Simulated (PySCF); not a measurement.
# Ethane, 1,1,1-trifluoro- (C2H3F3): electronic excitations at several levels of theory, part 2 of 2

PySCF 2.14.0. Atoms count from 0. The steps go on from the part before.

## 9. TDDFT and polarisability: PBE0/def2-TZVP

What the job is given:

```
{"job": {"kind": "uv", "xc": "PBE0", "basis": "def2-TZVP"}, "charge": 0, "multiplicity": 1}
C      0.785358    -0.128918     0.034680
C     -0.692460     0.112888    -0.030887
F     -1.177142    -0.128674    -1.254434
F     -0.995843     1.379371     0.275227
F     -1.358689    -0.672954     0.822512
H      0.998263    -1.173733    -0.223723
H      1.144511     0.077110     1.050888
H      1.296002     0.534907    -0.674261
```

Method: TDDFT PBE0/def2-TZVP, vertical, gas phase, core orbitals frozen in the response.

Output:

```text
coarse grid: 7296 points
cycle   1  E = -377.2277167987  dE =  6.927e-01  |g| = 8.725e-01  |ddm| = 2.125e+00
cycle   2  E = -377.1131878724  dE =  1.145e-01  |g| = 1.273e+00  |ddm| = 8.663e-01
cycle   3  E = -377.3487410649  dE = -2.356e-01  |g| = 6.059e-02  |ddm| = 5.033e-01
cycle   4  E = -377.3493199724  dE = -5.789e-04  |g| = 3.153e-02  |ddm| = 5.401e-02
cycle   5  E = -377.3495365114  dE = -2.165e-04  |g| = 2.573e-03  |ddm| = 1.858e-02
cycle   6  E = -377.3495377611  dE = -1.250e-06  |g| = 5.370e-04  |ddm| = 1.868e-03
final grid: 73344 points
cycle   7  E = -377.3561560753  dE = -7.035e-05  |g| = 5.108e-03  |ddm| = 3.659e-02
cycle   8  E = -377.3561538944  dE =  2.181e-06  |g| = 6.288e-03  |ddm| = 5.977e-03
cycle   9  E = -377.3561613044  dE = -7.410e-06  |g| = 6.686e-04  |ddm| = 3.221e-03
cycle  10  E = -377.3561613569  dE = -5.242e-08  |g| = 2.450e-04  |ddm| = 4.302e-04
cycle  11  E = -377.3561613672  dE = -1.029e-08  |g| = 3.065e-05  |ddm| = 1.484e-04
cycle  12  E = -377.3561613673  dE = -1.518e-10  |g| = 1.270e-05  |ddm| = 2.350e-05
converged SCF energy = -377.3561613673

Static polarisability (au): isotropic 27.157, principal 26.953 26.960 27.557

Singlet excitations
state   eV       nm        f      main configurations
  1  10.9822    112.9   0.05485   H->L 0.99
  2  11.5395    107.4   0.07762   H-1->L 0.97
  3  11.5417    107.4   0.07730   H-2->L 0.97
  4  11.8610    104.5   0.00000   H-3->L 0.98
  5  12.0911    102.5   0.02978   H->L+1 0.94
  6  12.0941    102.5   0.02983   H->L+2 0.94
  7  12.5861     98.5   0.00000   H-2->L+1 0.46, H-1->L+2 0.46
  8  12.7507     97.2   0.01150   H-4->L 0.64, H-1->L+2 0.16, H-2->L+1 0.16
  9  12.7525     97.2   0.01019   H-5->L 0.63, H-1->L+1 0.17, H-2->L+2 0.16
 10  12.8201     96.7   0.19213   H-2->L+1 0.18, H-1->L+2 0.18, H-4->L 0.17

Triplet excitations (Tamm-Dancoff, eV): 10.6337 10.8610 10.8642 11.4717
```

It took 12 s on 1 thread, shared host.

Key values: HOMO -10.88 eV, LUMO 1.40 eV; lowest singlet 10.98 eV.

## 10. Ultraviolet spectrum: PBE0/aug-cc-pVDZ

The job, as its differences from that of step 9:

```diff
@@ -1,2 +1,2 @@
-{"job": {"kind": "uv", "xc": "PBE0", "basis": "def2-TZVP"}, "charge": 0, "multiplicity": 1}
+{"job": {"kind": "uv", "xc": "PBE0", "basis": "aug-cc-pVDZ"}, "charge": 0, "multiplicity": 1}
 C      0.785358    -0.128918     0.034680
```

Method: TDDFT PBE0/aug-cc-pVDZ, vertical, gas phase, core orbitals frozen in the response.

Output:

```text
coarse grid: 7296 points
cycle   1  E = -377.1259894135  dE =  7.084e-01  |g| = 7.976e-01  |ddm| = 5.123e+00
cycle   2  E = -377.0308381651  dE =  9.515e-02  |g| = 1.137e+00  |ddm| = 2.433e+00
cycle   3  E = -377.2369015543  dE = -2.061e-01  |g| = 5.904e-02  |ddm| = 1.425e+00
cycle   4  E = -377.2375262436  dE = -6.247e-04  |g| = 2.437e-02  |ddm| = 1.346e-01
cycle   5  E = -377.2376633976  dE = -1.372e-04  |g| = 2.255e-03  |ddm| = 4.336e-02
cycle   6  E = -377.2376645157  dE = -1.118e-06  |g| = 2.784e-04  |ddm| = 3.992e-03
final grid: 73344 points
cycle   7  E = -377.2412777600  dE = -2.937e-05  |g| = 6.677e-03  |ddm| = 7.980e-02
cycle   8  E = -377.2412719001  dE =  5.860e-06  |g| = 9.026e-03  |ddm| = 2.246e-02
cycle   9  E = -377.2412867998  dE = -1.490e-05  |g| = 5.650e-04  |ddm| = 1.158e-02
cycle  10  E = -377.2412868593  dE = -5.942e-08  |g| = 1.736e-04  |ddm| = 1.126e-03
cycle  11  E = -377.2412868651  dE = -5.823e-09  |g| = 2.583e-05  |ddm| = 2.871e-04
cycle  12  E = -377.2412868652  dE = -9.709e-11  |g| = 1.329e-05  |ddm| = 5.035e-05
converged SCF energy = -377.2412868652

Static polarisability (au): isotropic 29.588, principal 29.063 29.069 30.634

Singlet excitations
state   eV       nm        f      main configurations
  1   9.8130    126.3   0.05449   H->L 0.98
  2  10.3801    119.4   0.03393   H-1->L 0.97
  3  10.3823    119.4   0.03379   H-2->L 0.97
  4  10.6339    116.6   0.00000   H-3->L 0.95
  5  10.7749    115.1   0.01656   H->L+1 0.97
  6  10.7750    115.1   0.01653   H->L+2 0.97
  7  10.9704    113.0   0.00025   H->L+3 0.97
  8  11.3521    109.2   0.03535   H-1->L+1 0.43, H-2->L+2 0.39
  9  11.3524    109.2   0.03505   H-1->L+2 0.42, H-2->L+1 0.41
 10  11.3943    108.8   0.00003   H-2->L+2 0.50, H-1->L+1 0.46

Triplet excitations (Tamm-Dancoff, eV): 9.6555 10.0985 10.1011 10.5825
```

It took 9.2 s on 1 thread, shared host.

Key values: HOMO -10.93 eV, LUMO -0.06 eV; lowest singlet 9.81 eV.

## 11. Ultraviolet spectrum: PBE0/aug-cc-pVTZ

The job, as its differences from that of step 10:

```diff
@@ -1,2 +1,2 @@
-{"job": {"kind": "uv", "xc": "PBE0", "basis": "aug-cc-pVDZ"}, "charge": 0, "multiplicity": 1}
+{"job": {"kind": "uv", "xc": "PBE0", "basis": "aug-cc-pVTZ"}, "charge": 0, "multiplicity": 1}
 C      0.785358    -0.128918     0.034680
```

With the program's defaults for keys left out, this is: TDDFT PBE0/aug-cc-pVTZ, vertical, gas phase, core orbitals frozen in the response.

Output:

```text
coarse grid: 7296 points
cycle   1  E = -377.2236111835  dE =  6.920e-01  |g| = 8.660e-01  |ddm| = 5.157e+00
cycle   2  E = -377.1116543629  dE =  1.120e-01  |g| = 1.268e+00  |ddm| = 2.213e+00
cycle   3  E = -377.3425140954  dE = -2.309e-01  |g| = 6.115e-02  |ddm| = 1.285e+00
cycle   4  E = -377.3430990243  dE = -5.849e-04  |g| = 3.173e-02  |ddm| = 1.490e-01
cycle   5  E = -377.3433136512  dE = -2.146e-04  |g| = 2.568e-03  |ddm| = 5.132e-02
cycle   6  E = -377.3433148646  dE = -1.213e-06  |g| = 4.967e-04  |ddm| = 4.452e-03
final grid: 73344 points
cycle   7  E = -377.3427212584  dE = -7.849e-05  |g| = 6.415e-03  |ddm| = 2.463e-01
cycle   8  E = -377.3427165896  dE =  4.669e-06  |g| = 8.495e-03  |ddm| = 2.016e-02
cycle   9  E = -377.3427288117  dE = -1.222e-05  |g| = 6.366e-04  |ddm| = 1.014e-02
cycle  10  E = -377.3427288643  dE = -5.256e-08  |g| = 2.515e-04  |ddm| = 1.161e-03
cycle  11  E = -377.3427288762  dE = -1.194e-08  |g| = 2.913e-05  |ddm| = 3.960e-04
cycle  12  E = -377.3427288764  dE = -1.316e-10  |g| = 1.214e-05  |ddm| = 5.492e-05
converged SCF energy = -377.3427288764

Static polarisability (au): isotropic 29.947, principal 29.410 29.416 31.015

Singlet excitations
state   eV       nm        f      main configurations
  1   9.7979    126.5   0.05285   H->L 0.98
  2  10.3880    119.4   0.03278   H-1->L 0.97
  3  10.3902    119.3   0.03265   H-2->L 0.97
  4  10.6317    116.6   0.00000   H-3->L 0.95
  5  10.7067    115.8   0.01382   H->L+1 0.94
  6  10.7068    115.8   0.01381   H->L+2 0.94
  7  10.8559    114.2   0.00012   H->L+3 0.97
  8  11.3085    109.6   0.02745   H-1->L+1 0.43, H-2->L+2 0.40
  9  11.3088    109.6   0.02717   H-1->L+2 0.42, H-2->L+1 0.41
 10  11.3514    109.2   0.00002   H-2->L+2 0.50, H-1->L+1 0.46

Triplet excitations (Tamm-Dancoff, eV): 9.6473 10.1114 10.1141 10.5828
```

It took 26 s on 1 thread, shared host.

In short: HOMO -10.93 eV, LUMO -0.10 eV; lowest singlet 9.80 eV.

## 12. TDDFT and polarisability: PBE0/def2-TZVPD

The job, as its differences from that of step 11:

```diff
@@ -1,2 +1,2 @@
-{"job": {"kind": "uv", "xc": "PBE0", "basis": "aug-cc-pVTZ"}, "charge": 0, "multiplicity": 1}
+{"job": {"kind": "uv", "xc": "PBE0", "basis": "def2-TZVPD"}, "charge": 0, "multiplicity": 1}
 C      0.785358    -0.128918     0.034680
```

Level: TDDFT PBE0/def2-TZVPD, vertical, gas phase, core orbitals frozen in the response.

Output:

```text
coarse grid: 7296 points
cycle   1  E = -377.2295848886  dE =  6.962e-01  |g| = 8.724e-01  |ddm| = 2.276e+00
cycle   2  E = -377.1140640211  dE =  1.155e-01  |g| = 1.276e+00  |ddm| = 1.084e+00
cycle   3  E = -377.3506206317  dE = -2.366e-01  |g| = 6.130e-02  |ddm| = 5.711e-01
cycle   4  E = -377.3512089755  dE = -5.883e-04  |g| = 3.176e-02  |ddm| = 6.656e-02
cycle   5  E = -377.3514273502  dE = -2.184e-04  |g| = 2.560e-03  |ddm| = 2.249e-02
cycle   6  E = -377.3514285853  dE = -1.235e-06  |g| = 4.959e-04  |ddm| = 2.891e-03
final grid: 73344 points
cycle   7  E = -377.3580538616  dE = -7.267e-05  |g| = 5.148e-03  |ddm| = 1.247e-01
cycle   8  E = -377.3580516325  dE =  2.229e-06  |g| = 6.347e-03  |ddm| = 8.860e-03
cycle   9  E = -377.3580591830  dE = -7.550e-06  |g| = 6.813e-04  |ddm| = 3.898e-03
cycle  10  E = -377.3580592376  dE = -5.462e-08  |g| = 2.497e-04  |ddm| = 4.885e-04
cycle  11  E = -377.3580592482  dE = -1.064e-08  |g| = 3.077e-05  |ddm| = 1.671e-04
cycle  12  E = -377.3580592484  dE = -1.472e-10  |g| = 1.332e-05  |ddm| = 2.875e-05
converged SCF energy = -377.3580592484

Static polarisability (au): isotropic 29.901, principal 29.378 29.384 30.941

Singlet excitations
state   eV       nm        f      main configurations
  1  10.0592    123.3   0.06519   H->L 0.99
  2  10.6466    116.5   0.03805   H-1->L 0.98
  3  10.6489    116.4   0.03790   H-2->L 0.98
  4  10.8755    114.0   0.00000   H-3->L 0.96
  5  11.2153    110.5   0.00007   H->L+1 0.97
  6  11.3962    108.8   0.02061   H->L+2 0.93
  7  11.3966    108.8   0.02069   H->L+3 0.93
  8  11.6565    106.4   0.02574   H-4->L 0.33, H->L+4 0.30, H-1->L+1 0.30
  9  11.6587    106.3   0.02577   H-5->L 0.33, H->L+5 0.30, H-2->L+1 0.30
 10  11.7976    105.1   0.08184   H->L+4 0.60, H-1->L+1 0.17, H-4->L 0.11

Triplet excitations (Tamm-Dancoff, eV): 9.8682 10.2990 10.3018 10.8029
```

Wall time 16 s (1 thread, shared host).

In short: HOMO -10.93 eV, LUMO 0.30 eV; lowest singlet 10.06 eV.

## 13. Ultraviolet spectrum: PBE0/6-31+G*

The job, as its differences from that of step 12:

```diff
@@ -1,2 +1,2 @@
-{"job": {"kind": "uv", "xc": "PBE0", "basis": "def2-TZVPD"}, "charge": 0, "multiplicity": 1}
+{"job": {"kind": "uv", "xc": "PBE0", "basis": "6-31+G*"}, "charge": 0, "multiplicity": 1}
 C      0.785358    -0.128918     0.034680
```

With the program's defaults for keys left out, this is: TDDFT PBE0/6-31+G*, vertical, gas phase, core orbitals frozen in the response.

Output:

```text
coarse grid: 7296 points
cycle   1  E = -377.0946170131  dE =  6.986e-01  |g| = 7.791e-01  |ddm| = 2.478e+00
cycle   2  E = -377.0067019895  dE =  8.792e-02  |g| = 1.104e+00  |ddm| = 1.142e+00
cycle   3  E = -377.2033379051  dE = -1.966e-01  |g| = 5.869e-02  |ddm| = 6.562e-01
cycle   4  E = -377.2039650103  dE = -6.271e-04  |g| = 2.337e-02  |ddm| = 5.778e-02
cycle   5  E = -377.2040913604  dE = -1.264e-04  |g| = 1.884e-03  |ddm| = 2.034e-02
cycle   6  E = -377.2040921620  dE = -8.016e-07  |g| = 1.827e-04  |ddm| = 1.910e-03
final grid: 73344 points
cycle   7  E = -377.2055651290  dE = -2.000e-05  |g| = 7.455e-03  |ddm| = 2.301e-02
cycle   8  E = -377.2055573655  dE =  7.763e-06  |g| = 1.024e-02  |ddm| = 1.147e-02
cycle   9  E = -377.2055760742  dE = -1.871e-05  |g| = 5.396e-04  |ddm| = 6.243e-03
cycle  10  E = -377.2055761348  dE = -6.067e-08  |g| = 1.416e-04  |ddm| = 4.548e-04
cycle  11  E = -377.2055761387  dE = -3.833e-09  |g| = 2.576e-05  |ddm| = 1.101e-04
cycle  12  E = -377.2055761388  dE = -1.033e-10  |g| = 1.200e-05  |ddm| = 2.664e-05
converged SCF energy = -377.2055761388

Static polarisability (au): isotropic 26.984, principal 26.829 26.836 27.287

Singlet excitations
state   eV       nm        f      main configurations
  1  10.2480    121.0   0.08267   H->L 0.98
  2  10.8185    114.6   0.03838   H-1->L 0.97
  3  10.8208    114.6   0.03820   H-2->L 0.97
  4  11.0530    112.2   0.00000   H-3->L 0.93
  5  11.2306    110.4   0.00045   H->L+1 0.97
  6  11.3610    109.1   0.02417   H->L+2 0.97
  7  11.3612    109.1   0.02416   H->L+3 0.97
  8  11.7487    105.5   0.02440   H-1->L+1 0.68, H-4->L 0.19
  9  11.7507    105.5   0.02446   H-2->L+1 0.68, H-5->L 0.19
 10  11.9438    103.8   0.00174   H-1->L+2 0.34, H-2->L+3 0.29, H->L+5 0.12

Triplet excitations (Tamm-Dancoff, eV): 10.0389 10.4732 10.4762 10.9699
```

Wall time 5.7 s (1 thread, shared host).

In short: HOMO -10.99 eV, LUMO 0.46 eV; lowest singlet 10.25 eV.

## 14. Comparing the runs: electronic excitations

Excitations and ground-state properties, with basis size and wall time:

```csv
run,lowest singlet (eV),brightest (eV),f,gap (eV),α (Å³),μ (D),functions,time
BHandHLYP/def2-SVPD,11.36,11.67,0.098,13.92,4.18,2.44,133,40 s
CAM-B3LYP/def2-SVPD,10.71,12.12,0.076,13.86,4.36,2.38,133,50 s
wB97X-D/def2-SVPD,11.02,12.47,0.089,15.35,4.34,2.34,133,48 s
LC-wPBE/def2-SVPD,11.33,11.33,0.074,16.22,4.31,2.35,133,69 s
PBE0/6-31G*,12.34,13.00,0.074,13.75,3.39,2.00,76,4 s
PBE0/def2-SVP,11.55,13.05,0.076,12.89,3.32,2.17,85,4.3 s
PBE0/def2-TZVP,10.98,12.82,0.192,12.29,4.02,2.23,173,12 s
PBE0/aug-cc-pVDZ,9.81,9.81,0.054,10.87,4.38,2.27,142,9.2 s
PBE0/aug-cc-pVTZ,9.80,9.80,0.053,10.83,4.44,2.27,299,26 s
PBE0/def2-TZVPD,10.06,11.80,0.082,11.23,4.43,2.26,221,16 s
PBE0/6-31+G*,10.25,10.25,0.083,11.44,4.00,2.34,96,5.7 s
```

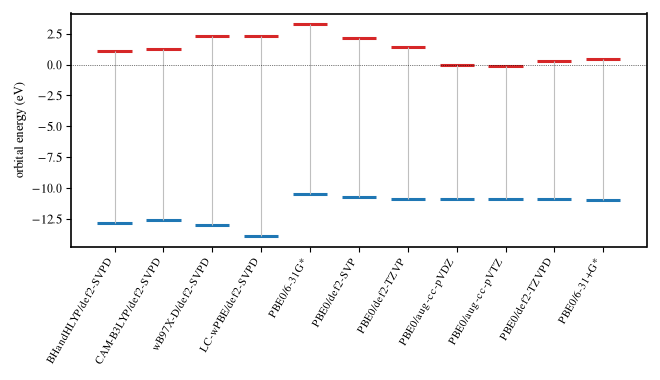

HOMO (blue) and LUMO (red) run by run.

Measured dipole: 2.32 D (gas; NIST CCCBDB Release 22 (SRD 101), experimental dipoles).

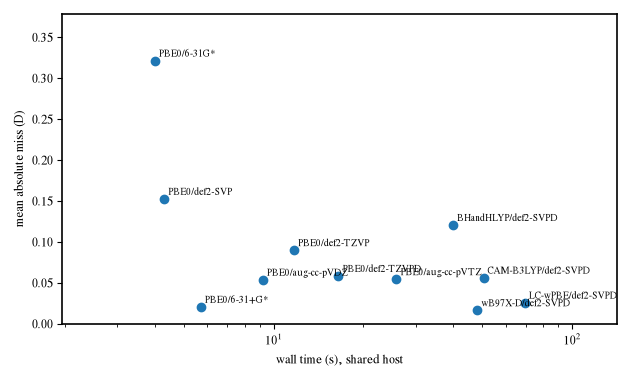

Cost against miss for the measured dipole.

Measured polarisability: 4.40 Å³ (gas; NIST CCCBDB Release 22 (SRD 101), experimental polarizabilities).

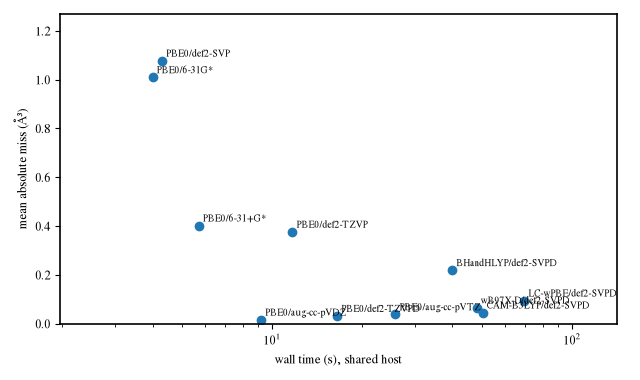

Cost against miss for the measured polarisability.

## 15. Outcome

This closing draws on all 2 parts.

| quantity | value |
| --- | --- |
| point group | C3v |
| rotational constants (main isotopes) | 5.53, 5.22, 5.22 GHz |
| lowest singlet (BHandHLYP/def2-SVPD) | 11.36 eV (109 nm), f = 0.072 |
| brightest single state of those computed | state 2, 11.67 eV, f = 0.098 |
| lowest triplet | 11.06 eV |
| vertical ionisation energy (ΔSCF) | 14.13 eV |
| range of the lowest singlet | 9.80 to 12.34 eV |

What this shows: Single values in the summary come from the first run of each kind that ended normally (BHandHLYP/def2-SVPD), which need not be the best level. Over 6 steps the energy fell by 0.023 eV; of the close pairs, C1–F4 changed most, 1.350 to 1.338 Å. The lowest singlet, at 11.36 eV, is HOMO→LUMO 0.97 and is bright; of the 10 states computed, the strongest absorption comes from states 2 to 3 together at 11.67 eV. The lowest triplet lies 0.30 eV below the lowest singlet (triplets in Tamm-Dancoff, singlets in full TDDFT). ΔSCF puts the ionisation energy at 14.13 eV, 1.28 eV above −ε(HOMO). The dipole moment, 2.44 D, compares with 2.32 D measured (one conformer here). The polarisability is 5 % below the measured 4.40 Å³. The lowest singlet runs from 9.80 eV (PBE0/aug-cc-pVTZ) to 12.34 eV (PBE0/6-31G*), while the orbital gap spans 10.83 to 16.22 eV. The lowest state need not be the same one in every run. The runs solved for a few states only, so the brightest column depends on that window. For the measured dipole, wB97X-D/def2-SVPD misses least (0.02 D, 48 s) and PBE0/6-31G* most (0.32 D, 4 s). For the measured polarisability, PBE0/aug-cc-pVDZ misses least (0.02 Å³, 9.2 s) and PBE0/def2-SVP most (1.08 Å³, 4.3 s); the quickest, PBE0/6-31G*, misses by 1.01 Å³ in 4 s. One molecule ranks no method: errors cancel, and vibration and temperature are missing from all runs.
